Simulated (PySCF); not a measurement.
# What a change does: NMR shielding calculation on C5H8Si

System: C5H8Si.
Method of run 1: GIAO PBE0/6-31G* NMR shielding, non-relativistic, gas phase (PySCF 2.14.0).

The geometry comes from this level: PBE0-D3(BJ)/def2-SVP. Text and figures count atoms from 1; the logs count them from 0 in places.

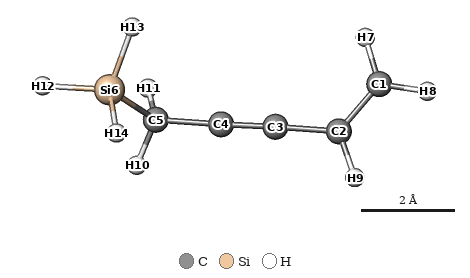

**Figure 1.** The structure (ball-and-stick view, seen at a tilt; atoms are numbered from 1 in the order of the input).

## Input file, run 1
```
{"job": {"kind": "nmr", "xc": "PBE0", "basis": "6-31G*", "pop": true}, "charge": 0, "multiplicity": 1}
C      3.102032     0.923750    -0.247950
C      2.288563     0.697364     0.794803
C      1.047197     0.007341     0.725709
C     -0.014763    -0.587328     0.698043
C     -1.307403    -1.235624     0.631655
Si    -2.655654    -0.030991     0.039171
H      2.850442     0.576965    -1.253375
H      4.042082     1.463960    -0.115376
H      2.578823     1.063689     1.787478
H     -1.604132    -1.630428     1.618756
H     -1.283541    -2.094146    -0.061994
H     -3.966282    -0.749655    -0.015184
H     -2.313510     0.475718    -1.321685
H     -2.760267     1.114660     0.989090
```

The first line tells a small driver script what to run in PySCF; the rest is the geometry in Å.

Command:
```bash
OMP_NUM_THREADS=1 python <driver script> task.json out
```

Hardware: 1 CPU thread, shared host.

## Output (run 1)
```
coarse grid: 12016 points
cycle   1  E = -484.3789721005  dE =  4.979e-01  |g| = 3.515e-01  |ddm| = 3.682e+00
cycle   2  E = -484.3878120445  dE = -8.840e-03  |g| = 3.010e-01  |ddm| = 7.711e-01
cycle   3  E = -484.4133745700  dE = -2.556e-02  |g| = 7.474e-02  |ddm| = 4.210e-01
cycle   4  E = -484.4142844488  dE = -9.099e-04  |g| = 4.576e-02  |ddm| = 1.017e-01
cycle   5  E = -484.4148201811  dE = -5.357e-04  |g| = 5.622e-03  |ddm| = 4.491e-02
cycle   6  E = -484.4148271515  dE = -6.970e-06  |g| = 2.254e-03  |ddm| = 8.911e-03
final grid: 110944 points
cycle   7  E = -484.3557410821  dE = -1.501e-05  |g| = 6.845e-03  |ddm| = 2.896e-02
cycle   8  E = -484.3557331961  dE =  7.886e-06  |g| = 8.903e-03  |ddm| = 1.449e-02
cycle   9  E = -484.3557530834  dE = -1.989e-05  |g| = 1.843e-03  |ddm| = 8.949e-03
cycle  10  E = -484.3557539905  dE = -9.072e-07  |g| = 3.174e-04  |ddm| = 1.982e-03
cycle  11  E = -484.3557540114  dE = -2.082e-08  |g| = 1.412e-04  |ddm| = 4.025e-04
cycle  12  E = -484.3557540166  dE = -5.234e-09  |g| = 3.829e-05  |ddm| = 1.632e-04
cycle  13  E = -484.3557540170  dE = -3.861e-10  |g| = 6.562e-06  |ddm| = 4.427e-05
converged SCF energy = -484.3557540170

GIAO shielding tensors (ppm)
atom      isotropic    diamagn.    paramagn.     s11        s22        s33       span
  0 C       71.170     256.817    -185.647    -40.027     82.938    170.598    210.625
  1 C       80.252     263.260    -183.009    -22.670     92.106    171.319    193.988
  2 C      120.635     256.529    -135.894     41.227     43.512    277.166    235.938
  3 C      107.424     264.331    -156.907     49.324     50.401    222.547    173.223
  4 C      192.936     254.145     -61.209    183.583    187.464    207.761     24.178
  5 Si     451.331     881.893    -430.562    427.032    440.008    486.953     59.921
  6 H       26.402      33.159      -6.757     22.837     25.750     30.619      7.782
  7 H       26.540      27.496      -0.956     23.737     26.110     29.774      6.037
  8 H       26.207      28.578      -2.370     23.496     26.461     28.665      5.169
  9 H       30.381      28.784       1.597     25.503     28.827     36.812     11.310
 10 H       30.351      30.493      -0.142     25.493     28.829     36.730     11.237
 11 H       27.746      28.339      -0.593     24.571     25.719     32.949      8.379
 12 H       27.717      30.503      -2.786     24.689     26.283     32.180      7.491
 13 H       27.736      29.638      -1.902     24.751     26.189     32.269      7.518
```

Run 2 used a changed input.

## The two runs side by side

| quantity | run 1 | run 2 |
| --- | --- | --- |
| outcome | converged | converged |
| total energy (hartree) | −484.355754 | −484.464438 |
| HOMO (eV) | −6.33 | −6.62 |
| LUMO (eV) | −0.37 | −0.84 |
| dipole moment (D) | 0.56 | 0.60 |
| shielding of C1 (ppm) | 71.2 | 48.8 |
| shielding of C2 (ppm) | 80.3 | 55.1 |
| shielding of C3 (ppm) | 120.6 | 97.8 |
| shielding of C4 (ppm) | 107.4 | 85.2 |
| shielding of C5 (ppm) | 192.9 | 182.0 |
| shielding of Si6 (ppm) | 451.3 | 411.1 |
| shielding of H10 (ppm) | 30.4 | 29.4 |
| SCF iterations | 13 | 14 |
| basis functions | 104 | 299 |
| wall time (shared host) | 9.4 s | 40 s |

Which change of the input explains these differences?

The change (lines with − go, lines with + come):
```diff
-"basis": "6-31G*"
+"basis": "IGLO-III"
```

The total energy of run 2 is 68.2 kcal/mol lower, which measures the change of basis and not a stability. The HOMO goes from −6.33 to −6.62 eV. The LUMO goes from −0.37 to −0.84 eV. The dipole moment goes from 0.56 to 0.60 D. Of all shieldings, the largest change is that of Si6, by −40.2 ppm. The SCF takes 14 iterations against 13. The basis functions go from 104 to 299.

## Output (run 2)
```
coarse grid: 12016 points
cycle   1  E = -484.4262332908  dE =  4.659e-01  |g| = 3.875e-01  |ddm| = 2.629e+00
cycle   2  E = -484.4304449601  dE = -4.212e-03  |g| = 3.411e-01  |ddm| = 5.525e-01
cycle   3  E = -484.4605511576  dE = -3.011e-02  |g| = 7.998e-02  |ddm| = 3.112e-01
cycle   4  E = -484.4611052619  dE = -5.541e-04  |g| = 6.572e-02  |ddm| = 6.247e-02
cycle   5  E = -484.4621629355  dE = -1.058e-03  |g| = 6.876e-03  |ddm| = 3.171e-02
cycle   6  E = -484.4621735471  dE = -1.061e-05  |g| = 2.121e-03  |ddm| = 6.133e-03
cycle   7  E = -484.4621745631  dE = -1.016e-06  |g| = 5.888e-04  |ddm| = 1.302e-03
final grid: 110944 points
cycle   8  E = -484.4644282034  dE = -6.927e-05  |g| = 6.342e-03  |ddm| = 6.681e-02
cycle   9  E = -484.4644271183  dE =  1.085e-06  |g| = 6.464e-03  |ddm| = 8.851e-03
cycle  10  E = -484.4644379607  dE = -1.084e-05  |g| = 7.858e-04  |ddm| = 4.520e-03
cycle  11  E = -484.4644380604  dE = -9.970e-08  |g| = 4.543e-04  |ddm| = 5.528e-04
cycle  12  E = -484.4644381103  dE = -4.997e-08  |g| = 1.089e-04  |ddm| = 2.510e-04
cycle  13  E = -484.4644381130  dE = -2.620e-09  |g| = 3.930e-05  |ddm| = 7.244e-05
cycle  14  E = -484.4644381133  dE = -3.376e-10  |g| = 1.606e-05  |ddm| = 2.505e-05
converged SCF energy = -484.4644381133

GIAO shielding tensors (ppm)
atom      isotropic    diamagn.    paramagn.     s11        s22        s33       span
  0 C       48.764     254.196    -205.433    -78.314     63.628    160.977    239.290
  1 C       55.090     249.617    -194.527    -62.659     68.900    159.028    221.687
  2 C       97.766     264.651    -166.885      7.120     11.943    274.235    267.115
  3 C       85.240     258.831    -173.591     19.106     21.420    215.192    196.086
  4 C      182.009     247.079     -65.070    171.523    175.948    198.555     27.032
  5 Si     411.128     887.988    -476.860    381.985    397.964    453.436     71.452
  6 H       25.609      33.256      -7.647     21.868     25.249     29.712      7.844
  7 H       25.793      28.080      -2.287     22.845     25.477     29.059      6.214
  8 H       25.283      29.239      -3.956     22.634     25.234     27.979      5.345
  9 H       29.414      27.266       2.148     24.416     27.959     35.868     11.452
 10 H       29.390      28.847       0.543     24.437     27.964     35.770     11.333
 11 H       27.146      28.309      -1.163     24.130     24.857     32.453      8.323
 12 H       27.242      30.425      -3.183     24.420     25.818     31.488      7.068
 13 H       27.270      29.583      -2.312     24.503     25.731     31.577      7.074
```
